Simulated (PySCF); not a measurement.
# SiHBr (SMILES [SiH]Br) at 6 levels

Wanted: a comparison of 6 runs (B3LYP/STO-3G, PBE/STO-3G, PBE0/STO-3G, UPBE0/STO-3G, UMP2/STO-3G, CCSDTQ/STO-3G) of SiHBr. The job is set up through a Python script.

The calculation is run with PySCF 2.14.0.

**1. Starting point**

The species is SiHBr (3 atoms), meant as a singlet with charge 0. SMILES: `[SiH]Br`. The Si1–H3 distance was set to 2.291 Å, away from the relaxed value. At this shape a bond of the SMILES string is far longer than usual.

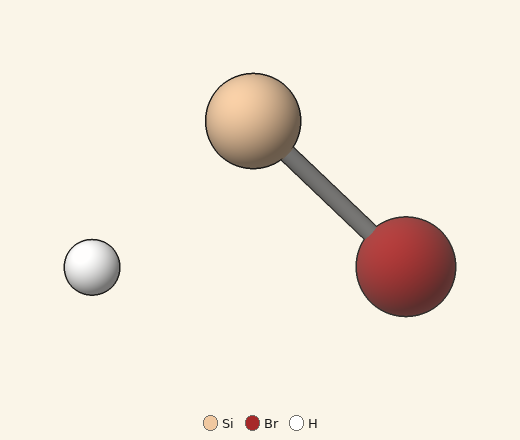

The structure, seen from a chosen angle (silicon light orange, bromine red, hydrogen white).

**2. A single-point energy at B3LYP/STO-3G (run 1)**

The input, run.py:

```python
from pyscf import gto, dft

mol = gto.M(
    atom='''
Si  -0.573502   1.276971  -0.194854
Br   1.392098   1.156571   0.882646
H   -0.727100  -0.988300  -0.498600
''',
    max_memory=1860,
    basis='sto-3g',
    verbose=3,
    spin=0,
)

mf = dft.RKS(mol)
mf.xc = 'b3lyp'
mf.grids.level = 5
mf.conv_tol = 1e-10
mf.kernel()
if not mf.converged:
    mf = mf.newton().run(mf.mo_coeff, mf.mo_occ)

energy = mf.e_tot
print('Final energy', energy)
```

Command:

```bash
$ OMP_NUM_THREADS=1 python run.py
```

What it wrote:

```text
converged SCF energy = -2832.59792099476
Final energy -2832.597920994758
```

It took 2.9 s on 1 thread of Arm Neoverse V1, shared host; peak memory 0.22 GiB.

**3. A single-point energy at PBE/STO-3G (run 2)**

The input, input.py:

```python
from pyscf import gto, dft

mol = gto.Mole()
mol.atom = '''
Si    -1.083762     2.413125    -0.368221
Br     2.630684     2.185602     1.667959
H     -1.374020    -1.867616    -0.942217
'''
mol.verbose = 3
mol.spin = 0
mol.max_memory = 1860
mol.basis = 'sto-3g'
mol.unit = 'bohr'
mol.build()

mf = dft.RKS(mol)
mf.xc = 'pbe'
mf.grids.level = 5
mf.conv_tol = 1e-10
mf.kernel()
if not mf.converged:
    mf = mf.newton().run(mf.mo_coeff, mf.mo_occ)

etot = mf.e_tot
print('E(%s) = %.9f' % ('PBE', etot))
```

Command:

```bash
$ OMP_NUM_THREADS=1 python input.py
```

What it wrote:

```text
converged SCF energy = -2832.01275030055
E(PBE) = -2832.012750301
```

It took 3.3 s on 1 thread of Arm Neoverse V1, shared host; peak memory 0.21 GiB.

Runs 3 to 5 aren't shown in full; the table further down has their settings and results.

**4. A single-point energy at CCSDTQ/STO-3G (run 6)**

The input, input.py:

```python
from pyscf import gto, cc

mol = gto.Mole()
mol.atom = 'Si -0.573502 1.276971 -0.194854; Br 1.392098 1.156571 0.882646; H -0.727100 -0.988300 -0.498600'
mol.max_memory = 1860
mol.verbose = 3
mol.basis = 'sto-3g'
mol.spin = 0
mol.build()

mf = mol.RHF()
mf.conv_tol = 1e-10
mf.kernel()
if not mf.converged:
    mf = mf.newton().run(mf.mo_coeff, mf.mo_occ)

mycc = cc.CCSDTQ(mf, frozen=14)
mycc.kernel()
e_tot = mycc.e_tot
print('E = %.10f Eh' % e_tot)
```

Command:

```bash
$ OMP_NUM_THREADS=1 python input.py
```

What it wrote:

```text
converged SCF energy = -2830.69214265625
_make_eris_incore_RCCSDTQ
RCCSDTQ converged
E(RCCSDTQ) = -2830.794412465602   E_corr = -0.1022698093478173
E_corr(same-spin) = -0.00449515545313136
E_corr(oppo-spin) = -0.0977746538946859
E = -2830.7944124656 Eh
```

Run time: 15 s. Hardware: 1 thread of Arm Neoverse V1, shared host; peak memory 0.15 GiB.

**5. All runs side by side**

```
run          level  follow instability  integration grid   energy (Eh)  dipole moment (D) of the reference  HOMO energy (eV)  LUMO energy (eV)  wall time
  1   B3LYP/STO-3G                   –                 5  -2832.597921                                2.13             -3.01              0.29      2.9 s
  2     PBE/STO-3G                   –                 5  -2832.012750                                1.92             -2.10             -0.42      3.3 s
  3    PBE0/STO-3G                   –                 5  -2832.264002                                2.10             -3.20              0.48        3 s
  4   UPBE0/STO-3G                 yes                 5  -2832.264005                                2.09             -3.08              0.45       22 s
  5    UMP2/STO-3G                 yes                 –  -2830.753039                                2.60             -5.24              4.88        1 s
  6  CCSDTQ/STO-3G                   –                 –  -2830.794412                                2.76             -5.48              4.51       15 s
```

**6. Summary of results**

```
                                           quantity           value
                                run 6: total energy  -2830.79441 Eh
        run 6: dipole moment (Hartree–Fock density)          2.76 D
         run 6: HOMO energy (Hartree–Fock orbitals)        -5.48 eV
         run 6: LUMO energy (Hartree–Fock orbitals)         4.51 eV
       run 6: HOMO–LUMO gap (Hartree–Fock orbitals)         9.99 eV
run 6: correlation energy (14 core orbitals frozen)      -102.3 mEh
                               run 6: T1 diagnostic           0.017
```

Over runs 1, 2, 3, 4 the dipole moment (its size) runs from 1.92 D (PBE/STO-3G) to 2.13 D (B3LYP/STO-3G). Over runs 1, 2, 3, 4 the HOMO–LUMO gap runs from 1.68 eV (PBE/STO-3G) to 3.68 eV (PBE0/STO-3G). Totals of different functionals can't be ranked against each other. In runs 1, 2, 3, 4, 5, 6 the basis is minimal, so the values are rough. Spin contamination of the reference: run 5 ⟨S²⟩ = 0.69. Where it is this large, the reference is a mixture of spin states, and values that rest on it are in doubt. All runs together took 47 s, the longest 22 s.
